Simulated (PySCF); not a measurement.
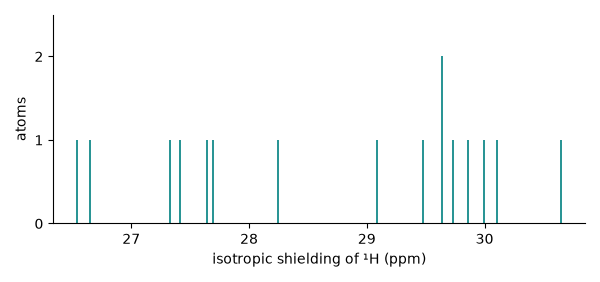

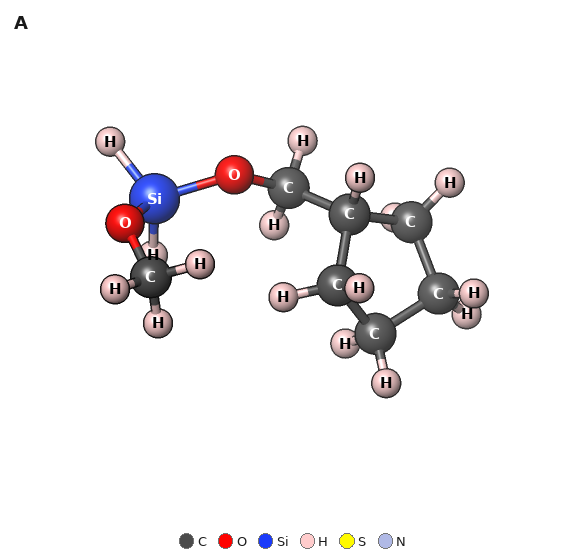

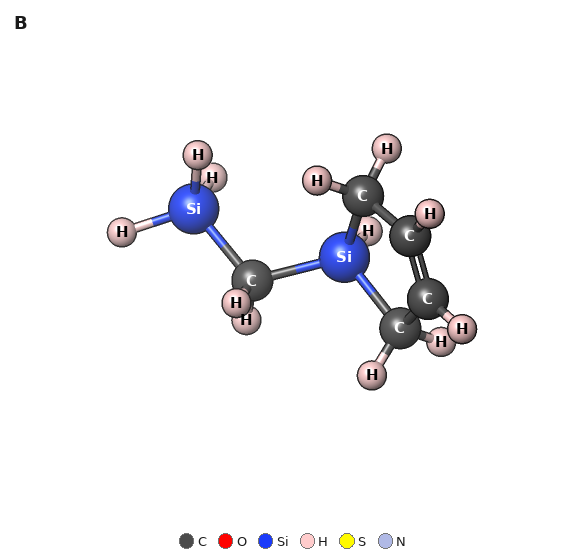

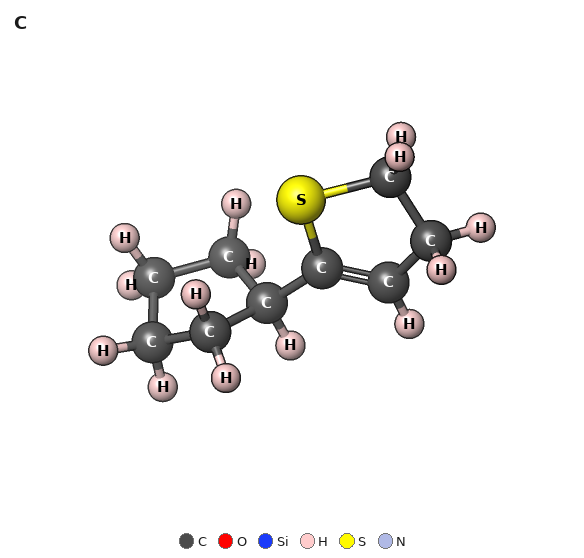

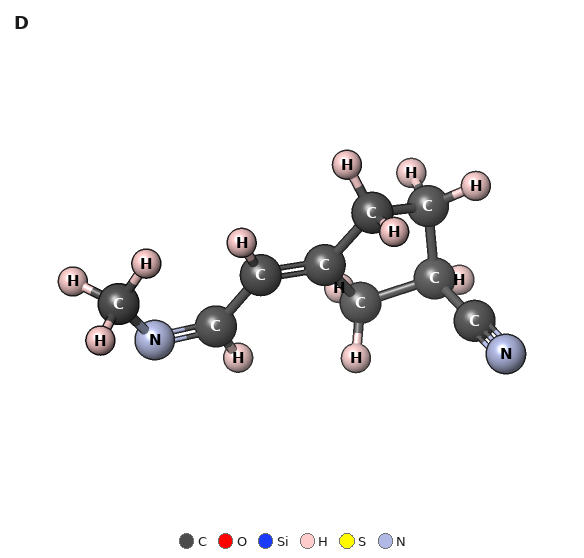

The sticks are computed shieldings of one of the molecules, for one fixed geometry (PBE0-D3(BJ)/def2-SVP) without averaging over rotations. Low shielding means a high chemical shift. Method: GIAO PBE0/pcSseg-1 NMR shielding, non-relativistic, IEF-PCM benzene (PySCF 2.14.0).

Which molecule gives this pattern?

Answer. A, `CO[SiH2]OCC1CCCC1`. Its 16 H atoms give lines at 26.54, 26.65, 27.33, 27.42, 27.65, 27.70, 28.24, 29.08, 29.48, 29.64 (2 atoms), 29.74, 29.86, 29.99, 30.11, 30.65 ppm.
